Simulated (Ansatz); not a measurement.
Profile along the Te–Ru line in RuTe2 (space group Pa-3)

RuTe$_{2}$ (space group Pa-3)

```xyz
12
Lattice="6.4417 0.0000 0.0000 0.0000 6.4417 0.0000 0.0000 0.0000 6.4417" Properties=species:S:1:pos:R:3 pbc="T T T"
Te     2.4053     2.4053     2.4053
Te     4.0364     4.0364     4.0364
Te     0.8156     4.0364     5.6261
Te     5.6261     2.4053     0.8156
Te     5.6261     0.8156     4.0364
Te     0.8156     5.6261     2.4053
Te     4.0364     5.6261     0.8156
Te     2.4053     0.8156     5.6261
Ru     0.0000     0.0000     0.0000
Ru     3.2208     0.0000     3.2208
Ru     3.2208     3.2208     0.0000
Ru     0.0000     3.2208     3.2208
```

Fields along a shortest Te–Ru line of a {110} plane (2.67 Å), from Te to Ru, interpolated on the slice's grid (step about 0.3 Å). Level of theory: r2SCAN (plane waves to 500 eV, PAW, scalar-relativistic; Ansatz, an electronic-structure program). k mesh 4×4×4. These are valence fields of a PAW run, semicore shells included where kept as valence: close to a nucleus they are smooth pseudo fields. RuTe2 is run without spin polarisation. RuTe2 was relaxed with its symmetry unable to fall. Spin-orbit coupling is left out, though Te is heavy.

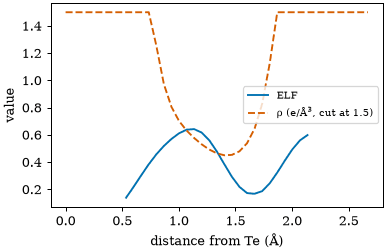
Figure: ELF (away from the nuclei) and valence density from Te to Ru.

Density on the Te–Ru line (2.67 Å) at its density minimum, 1.4 Å from Te: 0.45 e/Å³. ELF at that point: 0.38. ELF maximum in the middle third of the Te–Ru line: 0.64, 1.1 Å from Te.
